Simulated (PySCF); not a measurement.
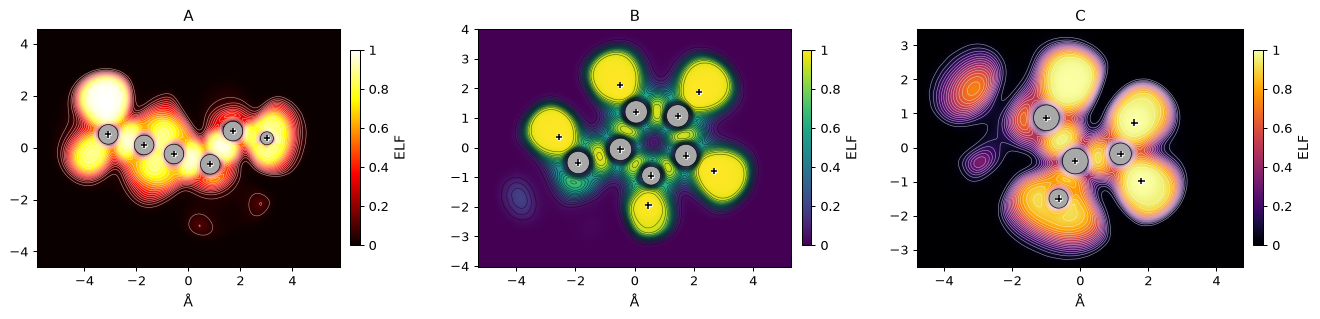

The ELF of 3 systems, each on a plane through atoms (crosses mark nuclei in the plane; grey discs cover the cores).

Method: PBE0/pcSseg-1, SCF density, gas phase, non-relativistic (PySCF).

System 1: C₆H₆F₃N (SMILES FC(F)(F)Cc1ccc[nH]1), the plane of atoms C6, C7 and C8. Geometry: GFN2-xTB.

```xyz
16

F    -2.0738    0.7123   -1.3554
C    -2.1541    0.4854   -0.0404
F    -1.8614    1.6500    0.5685
F    -3.4469    0.2383    0.2303
C    -1.2504   -0.6450    0.4251
C     0.1802   -0.3673    0.0978
C     1.0187   -0.9858   -0.7935
C     2.2644   -0.3335   -0.7175
C     2.1438    0.6623    0.2118
N     0.8798    0.6334    0.7056
H    -1.4045   -0.7549    1.5028
H    -1.5756   -1.5571   -0.0762
H     0.7680   -1.8137   -1.4257
H     3.1418   -0.5746   -1.2825
H     2.8598    1.3810    0.5573
H     0.5027    1.2781    1.3807
```

System 2: C₆H₆F₄ (SMILES CC#C[C@](C)(F)C(F)(F)F), the plane of atoms C4, C7 and F9. Geometry: GFN2-xTB.

```csv
atom,x (Å),y (Å),z (Å)
C,3.0389,-0.6883,0.0859
C,1.6593,-0.3332,0.2943
C,0.5120,-0.0196,0.4458
C,-0.8839,0.3177,0.6681
C,-1.3075,1.5858,-0.0644
F,-1.1225,0.4827,2.0268
C,-1.7552,-0.8784,0.2202
F,-1.4616,-2.0049,0.8724
F,-3.0618,-0.6516,0.3948
F,-1.5800,-1.1272,-1.0879
H,3.5865,0.1630,-0.3160
H,3.1015,-1.5197,-0.6149
H,3.4845,-0.9861,1.0337
H,-0.6976,2.4148,0.2854
H,-2.3537,1.7971,0.1462
H,-1.1665,1.4570,-1.1344
```

System 3: C₃H₅F₂NO, the plane of atoms H8, N1 and H9. Geometry: GFN2-xTB.

```xyz
12

N     1.9725   -0.3535    0.1881
C     0.8630    0.3987    0.3316
O     0.7749    1.2970    1.1338
C    -0.2758    0.0445   -0.6241
C    -1.5947    0.0715    0.1324
F    -2.6450    0.0830   -0.7248
F    -1.7361   -1.0534    0.8757
H     2.7548   -0.1717    0.7958
H     2.0296   -1.1272   -0.4490
H    -0.1395   -0.9356   -1.0813
H    -0.3227    0.8058   -1.4053
H    -1.6800    0.9402    0.8012
```

Which map belongs to which system?

Panel A is system 2, C₆H₆F₄: the plane holds C and F. C–C (1.20 Å): the ELF peaks at about 0.85 between the atoms; a multiple bond. Panel B is system 1, C₆H₆F₃N: the plane holds C, N and H. C–N (1.36 Å): the ELF peaks at about 0.90 between the atoms: a covalent bond. Panel C is system 3, C₃H₅F₂NO: the plane holds N, C, O and H. C–O (1.21 Å): the ELF peaks at about 0.85 between the atoms; a short, multiple covalent bond.
